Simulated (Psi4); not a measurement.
**One shape, several levels: CH4Si (SMILES C[SiH])**

Aim: a comparison of 4 runs (HF/def2-SVP, BLYP/pcseg-1, EOM-CC2/cc-pVDZ-DK) of CH4Si. 

Program for the calculation: Psi4 1.11.

5 further runs of the same task are left out: 1 that didn't finish, 4 set aside as unsound or not needed.

### Step 1. Starting point

CH4Si has 6 atoms, charge 0, and is taken as a singlet. SMILES: `C[SiH]`. The coordinates come from a PBE0-D4/def2-TZVP relaxation.

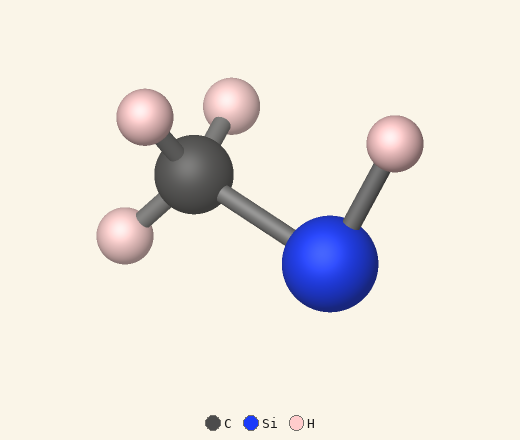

The structure, seen from a chosen angle (carbon dark grey, silicon blue, hydrogen pink).

### Step 2. A single-point energy at HF/def2-SVP (run 1)

Input file run.py:

```python
import numpy as np
from ase.calculators.psi4 import Psi4
from ase import Atoms

mol = Atoms(['C', 'Si', 'H', 'H', 'H', 'H'], positions=[
    [-0.093500, -0.366000, -0.370300],
    [0.917300, 0.209800, 1.122300],
    [-1.156900, -0.410100, -0.102200],
    [0.215000, -1.335600, -0.763000],
    [-0.024000, 0.382000, -1.170800],
    [0.142200, 1.520000, 1.284000],
])
calc = Psi4(atoms=mol, method='hf', basis='def2-SVP', memory='1600MB', num_threads=1, charge=0, multiplicity=1, label='calc')
calc.psi4.set_options({'puream': True, 'e_convergence': 1e-09, 'd_convergence': 1e-08, 'scf_type': 'pk'})
mol.calc = calc

print(f'energy: {mol.get_potential_energy():.6f} eV')
```

Command:

```sh
$ python run.py
```

calc.dat:

```text
[...]
  Running in c1 symmetry.
[...]
  Nuclear repulsion =   48.603693658180966
[...]
  Multiplicity = 1
[...]
  Nalpha       = 12
  Nbeta        = 12
[...]
    Number of basis functions: 52
[...]
   @RHF iter   1:  -328.88492795227825   -6.32296e-01   5.74528e-03 DIIS/ADIIS
[...]
   @RHF iter  10:  -328.94377142646357   -3.12639e-12   5.25267e-09 DIIS
[...]
    Orbital Energies [Eh]
    ---------------------
    Doubly Occupied:
       1A    -68.761327     2A    -11.215860     3A     -6.131713
       4A     -4.239424     5A     -4.237137     6A     -4.235993
       7A     -0.939157     8A     -0.635791     9A     -0.563095
      10A     -0.554707    11A     -0.440671    12A     -0.317789
[...]
  @RHF Final Energy:  -328.94377142646357
   => Energetics <=
    Nuclear Repulsion Energy =             48.6036936581809655
    One-Electron Energy =                -550.5496034707850868
    Two-Electron Energy =                 173.0021383861405297
    Total Energy =                       -328.9437714264635702
[...]
 Multipole Moments:
 ------------------------------------------------------------------------------------
     Multipole            Electronic (a.u.)      Nuclear  (a.u.)        Total (a.u.)
 ------------------------------------------------------------------------------------
 L = 1.  Multiply by 2.5417464519 to convert [e a0] to [Debye]
 Dipole X            :          2.4896665           -2.7843295           -0.2946630
 Dipole Y            :         -0.0408227            0.0109674           -0.0298554
 Dipole Z            :          2.5935917           -2.9256978           -0.3321061
 Magnitude           :                                                    0.4449855
[...]
```

Standard output:

```text
energy: -8951.015945 eV
```

It took 1.6 s on 1 thread of Intel Xeon 6975P-C (Granite Rapids), shared host; peak memory 0.21 GiB.

### Step 3. Energy and forces at BLYP/pcseg-1 (run 2)

Input file input.json:

```json
{
 "schema_name": "qcschema_input",
 "schema_version": 1,
 "molecule": {
  "schema_name": "qcschema_molecule",
  "schema_version": 2,
  "symbols": ["C", "Si", "H", "H", "H", "H"],
  "geometry": [-0.17668939, -0.69163976, -0.69976558, 1.73344577, 0.39646454, 2.12083963, -2.18622415, -0.77497668, -0.19313001, 0.40629112, -2.52391821, -1.44186103, -0.04535343, 0.72187538, -2.21249135, 0.26871905, 2.87238371, 2.42640834],
  "molecular_charge": 0,
  "molecular_multiplicity": 1,
  "fix_symmetry": "c1",
  "fix_com": true,
  "fix_orientation": true
 },
 "driver": "gradient",
 "model": {
  "method": "blyp",
  "basis": "pcseg-1"
 },
 "keywords": {
  "puream": true,
  "e_convergence": 1e-09,
  "d_convergence": 1e-08,
  "scf_type": "pk",
  "dft_radial_points": 99,
  "dft_spherical_points": 590
 }
}
```

Command:

```sh
$ psi4 --qcschema input.json -n 1 --memory 1600MB
```

stdout:

```text
[...]
  Running in c1 symmetry.
[...]
  Nuclear repulsion =   48.603693730984361
[...]
  Multiplicity = 1
[...]
  Nalpha       = 12
  Nbeta        = 12
[...]
    Number of basis functions: 52
[...]
   @RKS iter   1:  -329.47221212022714   -6.95827e-02   1.67180e-02 DIIS/ADIIS
[...]
   @RKS iter  12:  -329.89017839511365   -1.30740e-12   6.56865e-09 DIIS
[...]
    Orbital Energies [Eh]
    ---------------------
    Doubly Occupied:
       1A    -65.468265     2A     -9.899880     3A     -5.059356
       4A     -3.488031     5A     -3.478453     6A     -3.474961
       7A     -0.629870     8A     -0.422239     9A     -0.362213
      10A     -0.361108    11A     -0.271657    12A     -0.187567
[...]
  @RKS Final Energy:  -329.89017839511365
   => Energetics <=
    Nuclear Repulsion Energy =             48.6036937309843609
    One-Electron Energy =                -550.9542384373739878
    Two-Electron Energy =                 200.1922656999009291
    DFT Exchange-Correlation Energy =     -27.7318993886249103
    Empirical Dispersion Energy =           0.0000000000000000
    VV10 Nonlocal Energy =                  0.0000000000000000
    Total Energy =                       -329.8901783951136508
[...]
 Multipole Moments:
 ------------------------------------------------------------------------------------
     Multipole            Electronic (a.u.)      Nuclear  (a.u.)        Total (a.u.)
 ------------------------------------------------------------------------------------
 L = 1.  Multiply by 2.5417464519 to convert [e a0] to [Debye]
 Dipole X            :        -21.9643878           21.6515370           -0.3128507
 Dipole Y            :         -1.7389526            1.6960292           -0.0429234
 Dipole Z            :        -24.4335477           24.0720873           -0.3614604
 Magnitude           :                                                    0.4799704
[...]
  -Total Gradient:
     Atom            X                  Y                   Z
    ------   -----------------  -----------------  -----------------
       1       -0.000243074555     0.000458192830     0.000093471700
       2       -0.008954587427     0.001703269644    -0.008153228735
       3        0.008501571321     0.000596411810    -0.001313517401
       4       -0.002124860641     0.007713199952     0.003465533938
       5       -0.000036176350    -0.005364224293     0.006700992429
       6        0.002856423181    -0.005107109154    -0.000794209988
[...]
```

The result, in JSON:

```text
{
 "driver": "gradient",
 "model": {
  "method": "blyp",
  "basis": "pcseg-1"
 },
 "success": true,
 "return_result": [-0.00024307455540971412, 0.0004581928295529572, 9.347170004649075e-05, -0.008954587426542537, 0.0017032696436494951, -0.008153228734813181, 0.00850157132056431, 0.0005964118099014148, -0.0013135174012368703, -0.0021248606414823734, 0.0077131999517148775, 0.00346553393815123, -3.617635045759064e-05, -0.005364224293214814, 0.006700992429214098, 0.0028564231814416224, -0.0051071091537371605, -0.0007942099875131534],
 "properties": {
  "calcinfo_nbasis": 52,
  "calcinfo_nmo": 52,
  "calcinfo_nalpha": 12,
  "calcinfo_nbeta": 12,
  "calcinfo_natom": 6,
  "nuclear_repulsion_energy": 48.60369373098436,
  "return_energy": -329.89017839511365,
  "return_gradient": [-0.00024307455540971412, 0.0004581928295529572, 9.347170004649075e-05, -0.008954587426542537, 0.0017032696436494951, -0.008153228734813181, 0.00850157132056431, 0.0005964118099014148, -0.0013135174012368703, -0.0021248606414823734, 0.0077131999517148775, 0.00346553393815123, -3.617635045759064e-05, -0.005364224293214814, 0.006700992429214098, 0.0028564231814416224, -0.0051071091537371605, -0.0007942099875131534],
  "scf_one_electron_energy": -550.954238437374,
  "scf_two_electron_energy": 200.19226569990093,
  "scf_xc_energy": -27.73189938862491,
  "scf_dipole_moment": [-0.3128507380578718, -0.04292341371033381, -0.3614603993973624],
  "scf_total_energy": -329.89017839511365,
  "scf_total_gradient": [-0.00024307455540971412, 0.0004581928295529572, 9.347170004649075e-05, -0.008954587426542537, 0.0017032696436494951, -0.008153228734813181, 0.00850157132056431, 0.0005964118099014148, -0.0013135174012368703, -0.0021248606414823734, 0.0077131999517148775, 0.00346553393815123, -3.617635045759064e-05, -0.005364224293214814, 0.006700992429214098, 0.0028564231814416224, -0.0051071091537371605, -0.0007942099875131534],
  "scf_iterations": 12
 }
}
```

It took 6.3 s on 1 thread of Intel Xeon 6975P-C (Granite Rapids), shared host; peak memory 0.71 GiB.

Run 3 isn't shown in full; the table further down has it.

### Step 4. The vertical excitations at EOM-CC2/cc-pVDZ-DK (sfX2C, density fitting) (run 4)

Input file job.dat:

```
memory 1600 mb

molecule mol {
  C     -0.17668939    -0.69163976    -0.69976558
  Si     1.73344577     0.39646454     2.12083963
  H     -2.18622415    -0.77497668    -0.19313001
  H      0.40629112    -2.52391821    -1.44186103
  H     -0.04535343     0.72187538    -2.21249135
  H      0.26871905     2.87238371     2.42640834
  units au
  symmetry c1
}

set scf_type df
set freeze_core true
set roots_per_irrep [1]
set relativistic x2c

result, w = energy('eom-cc2/cc-pVDZ-DK', return_wfn=True)
print_variables()
```

Command:

```sh
$ psi4 -n 1 job.dat job.out
```

job.out:

```text
[...]
  Running in c1 symmetry.
[...]
  Nuclear repulsion =   48.603693730984361
[...]
  Multiplicity = 1
[...]
  Nalpha       = 12
  Nbeta        = 12
[...]
    Number of basis functions: 52
[...]
    WARNING: The X2C and Dirac Hamiltonians have substatially different eigenvalues!
             This is probably caused by the recontraction of the basis set.
[...]
   @DF-RHF iter   1:  -329.62200648860568   -6.43057e-01   5.82311e-03 DIIS/ADIIS
[...]
   @DF-RHF iter  10:  -329.68239138604315   -3.80851e-12   5.46541e-09 DIIS
[...]
    Orbital Energies [Eh]
    ---------------------
    Doubly Occupied:
       1A    -68.953451     2A    -11.219668     3A     -6.161295
       4A     -4.237493     5A     -4.235490     6A     -4.234258
       7A     -0.947699     8A     -0.637623     9A     -0.560350
      10A     -0.551501    11A     -0.436829    12A     -0.316470
[...]
  @DF-RHF Final Energy:  -329.68239138604315
   => Energetics <=
    Nuclear Repulsion Energy =             48.6036937309843609
    One-Electron Energy =                -551.5879166228837676
    Two-Electron Energy =                 173.3018315058562848
    Total Energy =                       -329.6823913860431503
[...]
 Multipole Moments:
 ------------------------------------------------------------------------------------
     Multipole            Electronic (a.u.)      Nuclear  (a.u.)        Total (a.u.)
 ------------------------------------------------------------------------------------
 L = 1.  Multiply by 2.5417464519 to convert [e a0] to [Debye]
 Dipole X            :          2.5024618           -2.7843295           -0.2818677
 Dipole Y            :         -0.0587579            0.0109674           -0.0477906
 Dipole Z            :          2.5936905           -2.9256978           -0.3320073
 Magnitude           :                                                    0.4381349
[...]
      * MP2 total energy                      = -329.914849144107393
[...]
                     Excitation Energy              Total Energy
[...]
```

Wall time 3.6 s (1 thread of Intel Xeon 6975P-C (Granite Rapids), shared host); peak memory 0.26 GiB.

### Step 5. All runs side by side

| run | level | task | integration grid | energy (Eh) | HOMO energy (eV) | LUMO energy (eV) | HOMO–LUMO gap (eV) | wall time |
| --- | --- | --- | --- | --- | --- | --- | --- | --- |
| 1 | HF/def2-SVP | energy | – | -328.943771 | -8.65 | 0.86 | 9.51 | 1.6 s |
| 2 | BLYP/pcseg-1 | gradient | 99 radial × 590 angular | -329.890178 | -5.10 | -3.30 | 1.80 | 6.3 s |
| 3 | EOM-CC2/cc-pVDZ-DK (density fitting) | excited | – | -329.177038 | -8.61 | 0.82 | 9.43 | 3.3 s |
| 4 | EOM-CC2/cc-pVDZ-DK (sfX2C, density fitting) | excited | – | -329.916577 | -8.61 | 0.83 | 9.45 | 3.6 s |

### Step 6. Summary of results

| quantity | value |
| --- | --- |
| run 4: ground-state or mean-field energy | -329.91658 Eh |
| run 4: HOMO energy (Hartree–Fock orbitals) | -8.61 eV |
| run 4: LUMO energy (Hartree–Fock orbitals) | 0.83 eV |
| run 4: HOMO–LUMO gap (Hartree–Fock orbitals) | 9.45 eV |
| run 4: T1 diagnostic | 0.011 |
| run 4: lowest excitation energy | 2.62 eV |

What this shows: Some runs of one species differ in core potentials or relativity; totals across that change don't compare. In run 3 relativity is left out where basis or elements ask for it. All runs together took 15 s, the longest 6.3 s.
